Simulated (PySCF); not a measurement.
**C7H14 (SMILES [CH2+][CH][C@H](C)CCC) (charge +1, doublet): density, localisation and related maps**

```yaml
atoms:
  - { symbol: C, position_ang: [-2.1256, -1.5004, -0.3065] }
  - { symbol: C, position_ang: [-1.7633, -0.2550, -0.6521] }
  - { symbol: C, position_ang: [-0.9737, 0.6665, 0.2033] }
  - { symbol: C, position_ang: [-0.7484, 2.0297, -0.4125] }
  - { symbol: C, position_ang: [0.2748, 0.0537, 0.8399] }
  - { symbol: C, position_ang: [1.3370, -0.2799, -0.2440] }
  - { symbol: C, position_ang: [2.5274, -0.9535, 0.3879] }
  - { symbol: H, position_ang: [-1.9590, -1.9029, 0.6807] }
  - { symbol: H, position_ang: [-2.6155, -2.1567, -1.0071] }
  - { symbol: H, position_ang: [-2.0765, 0.1395, -1.6116] }
  - { symbol: H, position_ang: [-1.6301, 0.8214, 1.0875] }
  - { symbol: H, position_ang: [-0.1491, 1.9445, -1.3212] }
  - { symbol: H, position_ang: [-1.6907, 2.4921, -0.7020] }
  - { symbol: H, position_ang: [-0.2250, 2.6919, 0.2726] }
  - { symbol: H, position_ang: [0.7114, 0.7519, 1.5538] }
  - { symbol: H, position_ang: [0.0335, -0.8737, 1.3608] }
  - { symbol: H, position_ang: [1.6383, 0.6596, -0.7115] }
  - { symbol: H, position_ang: [0.8774, -0.9263, -0.9940] }
  - { symbol: H, position_ang: [2.2773, -1.9293, 0.8000] }
  - { symbol: H, position_ang: [3.2867, -1.1208, -0.3826] }
  - { symbol: H, position_ang: [2.9843, -0.3356, 1.1583] }
```

Geometry: GFN2-xTB.

Computed with UKS B3LYP, pcH-1 on C H, non-relativistic, mean-field spin-orbit, GIAO (PySCF).

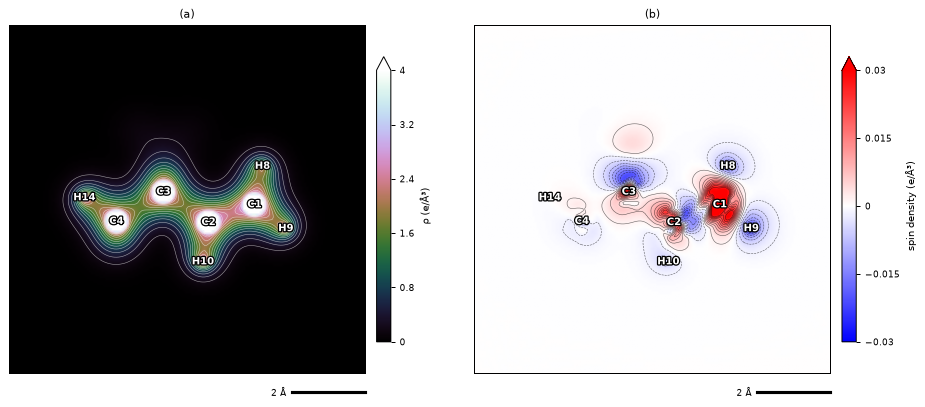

Figure 1. (a) total electron density; (b) spin density (α minus β) on the plane of atoms C3, C2 and H10.

Question: Interpret the plot.

Answer:
- The plane passes through C and H nuclei.
- C–C (1.34 Å): the density is about 2.3 e/Å³ at the midpoint.
- C–H (1.08 Å): ρ at the midpoint is about 2.1 e/Å³.
- C–C (1.48 Å): ρ is about 1.8 e/Å³ halfway.
- C–C (1.51 Å): ρ is about 1.7 e/Å³ halfway.
- The unpaired spin (1 electron) lies mostly on C1 (about 0.4), C2 (about 0.2), C3 (about 0.1), H11 (about 0.1) and C5 (about 0.1), in electrons by Hirshfeld's partition.

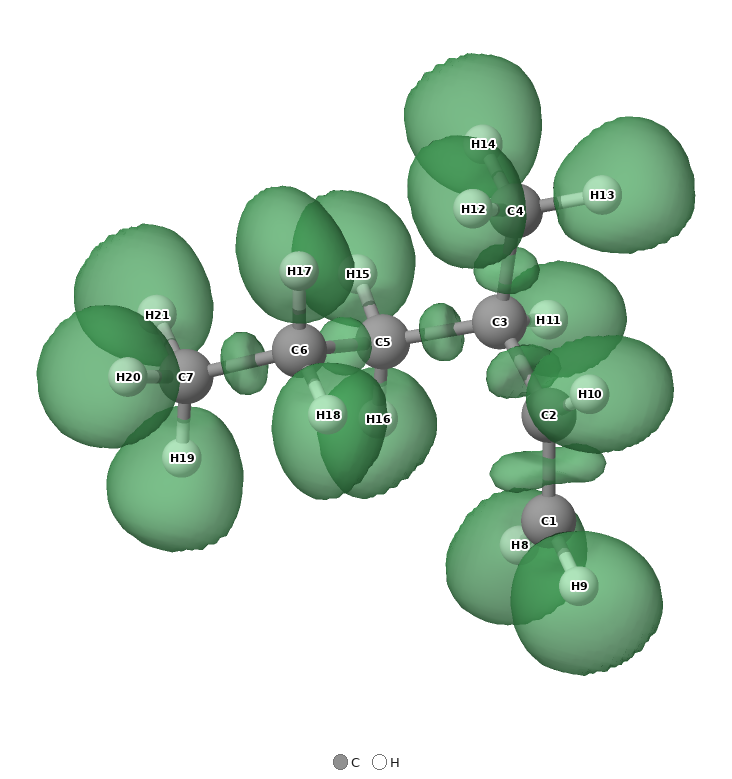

Figure 2. Isosurface of the electron localisation function at 0.85 (green), seen across its widest extent. Core shells and regions of very low density are left out.

Question: Identify the bonds, lone pairs and shells in this picture.

Answer: The surface consists of six regions between bonded C–C atoms (shared pairs) and 14 regions around hydrogen nuclei. Profiles from the grid: C–C (1.34 Å): the ELF peaks at about 0.95 between the atoms: a multiple bond. C–H (1.08 Å): the ELF climbs to about 1 towards the hydrogen, as it does in any bond to H: a covalent bond by its length.

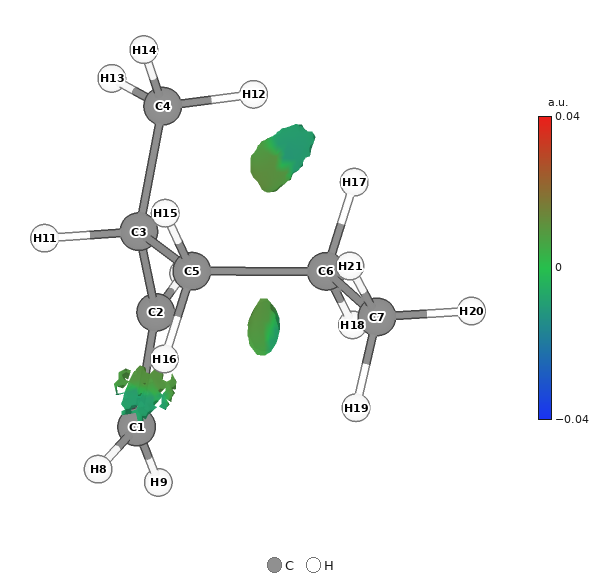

Figure 3. Non-covalent interaction (NCI) plot: the surface where the reduced density gradient is 0.5, for densities under 0.05 a.u., coloured by sign(λ₂)ρ; seen at an oblique angle.

Question: Identify the weak interactions.

Answer:
- Between H18 and C6 on one side and C2 and C3 on the other: a weak contact (green)
- Near H16, H8 and C1: mostly steric crowding (olive to red)
- Near H17, H12 and C4: mostly steric crowding (olive to red)
